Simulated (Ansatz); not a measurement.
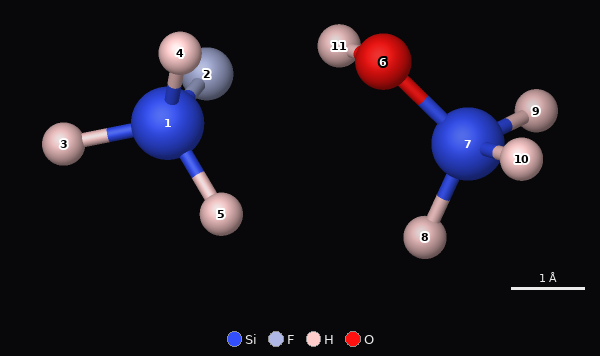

Fig. 1: The input geometry (ball-and-stick view, seen at a tilt; atoms are numbered from 1 in the order of the input).

## Si2H7OF: nudged elastic band (part 1 of 2)

System: Si2H7OF.
Method: RKS B3LYP-D4/def2-SVP (Ansatz 0.2.0).

It belongs to a series of runs on one base structure; here: band between the two ends. Figures and captions count atoms from 1; the log counts them from 0 in places.

### The input
```yaml
crystal:
  periodic: [false, false, false]
  atoms:
    - { symbol: Si, position_ang: [0.559061, 0.087209, -0.072862] }
    - { symbol: F, position_ang: [0.015975, -0.219636, 1.453078] }
    - { symbol: H, position_ang: [2.035333, -0.089997, -0.028759] }
    - { symbol: H, position_ang: [0.214619, 1.484517, -0.428743] }
    - { symbol: H, position_ang: [-0.047212, -0.901238, -0.998448] }
    - { symbol: O, position_ang: [-2.494054, 0.254959, 0.569997] }
    - { symbol: Si, position_ang: [-3.510057, -1.006335, 0.157776] }
    - { symbol: H, position_ang: [-2.744359, -2.239734, -0.203064] }
    - { symbol: H, position_ang: [-4.446027, -1.354533, 1.270447] }
    - { symbol: H, position_ang: [-4.292278, -0.548032, -1.020413] }
    - { symbol: H, position_ang: [-1.872701, 0.100019, 1.297689] }
basis:
  gaussian: { orbitals: def2-SVP }
hamiltonian:
  xc: b3lyp
  dispersion: d4
neb:
  order_check: false
  images: 7
  f_tol: 0.03
  max_iterations: 60
  final_atoms:
    - { symbol: Si, position_ang: [-0.16982751, -0.05214965, -0.44713468] }
    - { symbol: F, position_ang: [-0.64110825, 0.73494915, 2.4819339] }
    - { symbol: H, position_ang: [0.96399469, -0.70297323, 0.25301041] }
    - { symbol: H, position_ang: [0.0010457, 1.42056267, -0.50065787] }
    - { symbol: H, position_ang: [-0.29080157, -0.59666148, -1.83100042] }
    - { symbol: O, position_ang: [-1.60453404, -0.41530852, 0.37343042] }
    - { symbol: Si, position_ang: [-3.08670399, -1.12203764, 0.0132478] }
    - { symbol: H, position_ang: [-2.88054757, -2.51942674, -0.45949847] }
    - { symbol: H, position_ang: [-3.88407493, -1.11322001, 1.26661634] }
    - { symbol: H, position_ang: [-3.78040966, -0.33742042, -1.04611214] }
    - { symbol: H, position_ang: [-1.20873289, 0.27088487, 1.89286273] }
  initial_path:
    images:
      - { positions_ang: [[0.559061, 0.087209, -0.072862], [0.015975, -0.219636, 1.453078], [2.035333, -0.089997, -0.028759], [0.214619, 1.484517, -0.428743], [-0.047212, -0.901238, -0.998448], [-2.494054, 0.254959, 0.569997], [-3.510057, -1.006335, 0.157776], [-2.744359, -2.239734, -0.203064], [-4.446027, -1.354533, 1.270447], [-4.292278, -0.548032, -1.020413], [-1.872701, 0.100019, 1.297689]] }
      - { positions_ang: [[0.41868584, 0.06712617, -0.0558419], [0.01201686, -0.15972516, 1.57360156], [1.86992274, -0.06474657, -0.14478243], [-0.01333719, 1.41119713, -0.44607831], [-0.20649563, -0.97379683, -0.86932976], [-2.34068542, 0.19146416, 0.583016], [-3.41165471, -0.98486109, 0.10689152], [-2.71048027, -2.24180209, -0.24718817], [-4.38616434, -1.27715354, 1.18219901], [-4.1216122, -0.47853918, -1.07939376], [-1.69189568, 0.07803599, 1.39360424]] }
      - { positions_ang: [[0.27831068, 0.04704334, -0.0388218], [0.00805872, -0.09981431, 1.69412513], [1.70451248, -0.03949614, -0.26080587], [-0.24129337, 1.33787727, -0.46341361], [-0.36577927, -1.04635565, -0.74021152], [-2.18731685, 0.12796933, 0.59603499], [-3.31325241, -0.96338718, 0.05600703], [-2.67660155, -2.24387017, -0.29131233], [-4.32630168, -1.19977408, 1.09395101], [-3.95094639, -0.40904636, -1.13837451], [-1.51109037, 0.05605297, 1.48951947]] }
      - { positions_ang: [[0.13793552, 0.02696051, -0.0218017], [0.00410058, -0.03990347, 1.81464869], [1.53910222, -0.01424571, -0.3768293], [-0.46924956, 1.2645574, -0.48074892], [-0.5250629, -1.11891448, -0.61109328], [-2.03394827, 0.06447449, 0.60905399], [-3.21485012, -0.94191328, 0.00512255], [-2.64272282, -2.24593826, -0.3354365], [-4.26643902, -1.12239463, 1.00570302], [-3.78028059, -0.33955354, -1.19735527], [-1.33028505, 0.03406996, 1.58543471]] }
      - { positions_ang: [[-0.00243965, 0.00687768, -0.00478159], [0.00014244, 0.02000737, 1.93517226], [1.37369197, 0.01100472, -0.49285273], [-0.69720574, 1.19123754, -0.49808422], [-0.68434654, -1.19147331, -0.48197505], [-1.88057969, 0.00097966, 0.62207299], [-3.11644782, -0.92043937, -0.04576193], [-2.6088441, -2.24800635, -0.37956066], [-4.20657635, -1.04501517, 0.91745503], [-3.60961478, -0.27006071, -1.25633602], [-1.14947973, 0.01208694, 1.68134994]] }
      - { positions_ang: [[-0.04428661, -0.00787915, -0.11536987], [-0.16017023, 0.19874282, 2.07186267], [1.27126765, -0.16748977, -0.30638695], [-0.52264288, 1.24856882, -0.49872764], [-0.5859603, -1.04277035, -0.81923139], [-1.81156828, -0.10309239, 0.55991235], [-3.10901186, -0.97083894, -0.0310095], [-2.67676996, -2.31586145, -0.39954512], [-4.125951, -1.06206638, 1.00474536], [-3.6523135, -0.28690064, -1.20378005], [-1.16429302, 0.07678642, 1.73422814]] }
      - { positions_ang: [[-0.08613358, -0.02263598, -0.22595814], [-0.32048291, 0.37747826, 2.20855308], [1.16884333, -0.34598426, -0.11992116], [-0.34808002, 1.30590011, -0.49937105], [-0.48757405, -0.8940674, -1.15648774], [-1.74255687, -0.20716443, 0.4977517], [-3.1015759, -1.0212385, -0.01625707], [-2.74469583, -2.38371654, -0.41952957], [-4.04532564, -1.07911759, 1.09203568], [-3.69501222, -0.30374057, -1.15122408], [-1.17910631, 0.1414859, 1.78710633]] }
      - { positions_ang: [[-0.12798054, -0.03739281, -0.33654641], [-0.48079558, 0.55621371, 2.34524349], [1.06641901, -0.52447875, 0.06654462], [-0.17351716, 1.36323139, -0.50001446], [-0.38918781, -0.74536444, -1.49374408], [-1.67354545, -0.31123648, 0.43559106], [-3.09413994, -1.07163807, -0.00150463], [-2.8126217, -2.45157164, -0.43951402], [-3.96470028, -1.0961688, 1.17932601], [-3.73771094, -0.32058049, -1.09866811], [-1.1939196, 0.20618539, 1.83998453]] }
      - { positions_ang: [[-0.16982751, -0.05214965, -0.44713468], [-0.64110825, 0.73494915, 2.4819339], [0.96399469, -0.70297323, 0.25301041], [0.0010457, 1.42056267, -0.50065787], [-0.29080157, -0.59666148, -1.83100042], [-1.60453404, -0.41530852, 0.37343042], [-3.08670399, -1.12203764, 0.0132478], [-2.88054757, -2.51942674, -0.45949847], [-3.88407493, -1.11322001, 1.26661634], [-3.78040966, -0.33742042, -1.04611214], [-1.20873289, 0.27088487, 1.89286273]] }
```

Run as:
```bash
ansatz run input.yaml --threads 2 --pin off --max-ram 3072MiB --backend cpu --events-out ev --progress --plain --runs-dir out
```

### Output
```
Engine: ansatz 0.2.0, aarch64-unknown-linux-gnu
Functional definition: B3LYP
  parameter a0 = 0.2
  parameter ax = 0.72
  parameter ac = 0.81
  exchange = (1 - a0 - ax)*slater_x + ax*b88_x + a0*exact_x
  correlation = (1 - ac)*vwn_rpa_c + ac*lyp_c
1012 factors; integrals over basis functions are off by at most 5.0e-4 eV
mean field evaluation 1: about -20622.7811 eV, gradient 5.4e1 eV
mean field evaluation 2: about -20612.1911 eV, gradient 9.3e1 eV
mean field evaluation 4: about -20627.6792 eV, gradient 4.4e0 eV
mean field evaluation 8: about -20627.7141 eV, gradient 1.7e-2 eV
mean field -20627.71410515 eV, -758.0545113975 hartree, gradient 1.2e-5 eV, S^2 0.000000; 0 other end points of the search recorded, 0 dependent functions left out
the calculation of the forces begins
reference -20627.71439933 eV, -758.0545222083 hartree; 26, 26 occupied and 73, 73 virtual orbitals, 1012 factors
1014 factors; integrals over basis functions are off by at most 7.7e-4 eV
mean field evaluation 16: about -20614.3323 eV, gradient 8.7e1 eV
mean field -20627.47063044 eV, -758.0455638670 hartree, gradient 1.3e-5 eV, S^2 0.000000; 0 other end points of the search recorded, 0 dependent functions left out
[... from here on the field's lines of each further geometry are left out, up to the last ...]
NEB iter   1: max|band force component| = 5.658e0 eV/Å  barrier→ = 2.8038 eV  barrier← = 2.5947 eV  Δτ_max = 0.1990 Å  (208 SCF iters)
NEB iter   2: max|band force component| = 2.559e0 eV/Å  barrier→ = 1.6009 eV  barrier← = 1.3918 eV  Δτ_max = 0.1972 Å  (187 SCF iters)
NEB iter   3: max|band force component| = 1.952e0 eV/Å  barrier→ = 1.3166 eV  barrier← = 1.1075 eV  Δτ_max = 0.1961 Å  (186 SCF iters)
NEB iter   4: max|band force component| = 8.968e-1 eV/Å  barrier→ = 1.1543 eV  barrier← = 0.9452 eV  Δτ_max = 0.1974 Å  (174 SCF iters)
NEB iter   5: max|band force component| = 8.571e-1 eV/Å  barrier→ = 1.0523 eV  barrier← = 0.8432 eV  Δτ_max = 0.1124 Å  (173 SCF iters)
NEB iter   6: max|band force component| = 5.995e-1 eV/Å  barrier→ = 1.0898 eV  barrier← = 0.8807 eV  CI = image 5  Δτ_max = 0.2000 Å  (168 SCF iters)
NEB iter   7: max|band force component| = 8.857e-1 eV/Å  barrier→ = 1.2392 eV  barrier← = 1.0301 eV  CI = image 5  Δτ_max = 0.0995 Å  (176 SCF iters)
NEB iter   8: max|band force component| = 5.056e-1 eV/Å  barrier→ = 1.1943 eV  barrier← = 0.9851 eV  CI = image 5  Δτ_max = 0.1718 Å  (169 SCF iters)
NEB iter   9: max|band force component| = 3.920e-1 eV/Å  barrier→ = 1.1402 eV  barrier← = 0.9311 eV  CI = image 5  Δτ_max = 0.2000 Å  (167 SCF iters)
NEB iter  10: max|band force component| = 7.305e-1 eV/Å  barrier→ = 1.1278 eV  barrier← = 0.9187 eV  CI = image 5  Δτ_max = 0.0997 Å  (173 SCF iters)
NEB iter  11: max|band force component| = 2.341e-1 eV/Å  barrier→ = 1.1084 eV  barrier← = 0.8993 eV  CI = image 5  Δτ_max = 0.0469 Å  (167 SCF iters)
NEB iter  12: max|band force component| = 1.782e-1 eV/Å  barrier→ = 1.1067 eV  barrier← = 0.8975 eV  CI = image 5  Δτ_max = 0.0518 Å  (166 SCF iters)
NEB iter  13: max|band force component| = 1.101e-1 eV/Å  barrier→ = 1.1055 eV  barrier← = 0.8964 eV  CI = image 5  Δτ_max = 0.0674 Å  (166 SCF iters)
NEB iter  14: max|band force component| = 1.603e-1 eV/Å  barrier→ = 1.1039 eV  barrier← = 0.8947 eV  CI = image 5  Δτ_max = 0.0339 Å  (164 SCF iters)
NEB iter  15: max|band force component| = 7.994e-2 eV/Å  barrier→ = 1.1032 eV  barrier← = 0.8941 eV  CI = image 5  Δτ_max = 0.0673 Å  (167 SCF iters)
NEB iter  16: max|band force component| = 6.940e-2 eV/Å  barrier→ = 1.1027 eV  barrier← = 0.8936 eV  CI = image 5  Δτ_max = 0.0674 Å  (158 SCF iters)
NEB iter  17: max|band force component| = 1.034e-1 eV/Å  barrier→ = 1.1025 eV  barrier← = 0.8934 eV  CI = image 5  Δτ_max = 0.0337 Å  (159 SCF iters)
NEB iter  18: max|band force component| = 6.663e-2 eV/Å  barrier→ = 1.1024 eV  barrier← = 0.8933 eV  CI = image 5  Δτ_max = 0.0197 Å  (153 SCF iters)
NEB iter  19: max|band force component| = 5.444e-2 eV/Å  barrier→ = 1.1024 eV  barrier← = 0.8933 eV  CI = image 5  Δτ_max = 0.0144 Å  (151 SCF iters)
NEB iter  20: max|band force component| = 3.575e-2 eV/Å  barrier→ = 1.1023 eV  barrier← = 0.8932 eV  CI = image 5  Δτ_max = 0.0182 Å  (142 SCF iters)
NEB iter  21: max|band force component| = 3.239e-2 eV/Å  barrier→ = 1.1023 eV  barrier← = 0.8932 eV  CI = image 5  Δτ_max = 0.0339 Å  (138 SCF iters)
NEB iter  22: max|band force component| = 3.411e-2 eV/Å  barrier→ = 1.1023 eV  barrier← = 0.8932 eV  CI = image 5  Δτ_max = 0.0339 Å  (148 SCF iters)
NEB iter  23: max|band force component| = 3.588e-2 eV/Å  barrier→ = 1.1023 eV  barrier← = 0.8932 eV  CI = image 5  Δτ_max = 0.0340 Å  (155 SCF iters)
NEB iter  24: max|band force component| = 1.115e-1 eV/Å  barrier→ = 1.1023 eV  barrier← = 0.8932 eV  CI = image 5  Δτ_max = 0.0169 Å  (156 SCF iters)
NEB iter  25: max|band force component| = 6.830e-2 eV/Å  barrier→ = 1.1023 eV  barrier← = 0.8932 eV  CI = image 5  Δτ_max = 0.0339 Å  (151 SCF iters)
NEB iter  26: max|band force component| = 4.041e-2 eV/Å  barrier→ = 1.1023 eV  barrier← = 0.8932 eV  CI = image 5  Δτ_max = 0.0247 Å  (144 SCF iters)
NEB iter  27: max|band force component| = 3.799e-2 eV/Å  barrier→ = 1.1023 eV  barrier← = 0.8931 eV  CI = image 5  Δτ_max = 0.0138 Å  (143 SCF iters)
the calculation of the forces begins
reference -20627.43639585 eV, -758.0443057688 hartree; 26, 26 occupied and 73, 73 virtual orbitals, 1014 factors
1012 factors; integrals over basis functions are off by at most 1.4e-3 eV
mean field evaluation 1248: about -20626.5389 eV, gradient 4.0e0 eV
mean field -20626.56982573 eV, -758.0124599043 hartree, gradient 2.2e-5 eV, S^2 0.000000; 1 other end points of the search recorded, 0 dependent functions left out
the calculation of the forces begins
reference -20626.57009850 eV, -758.0124699285 hartree; 26, 26 occupied and 73, 73 virtual orbitals, 1012 factors
NEB iter  28: max|band force component| = 1.377e-2 eV/Å  barrier→ = 1.1023 eV  barrier← = 0.8931 eV  CI = image 5  Δτ_max = 0.0000 Å  (304 SCF iters)
```
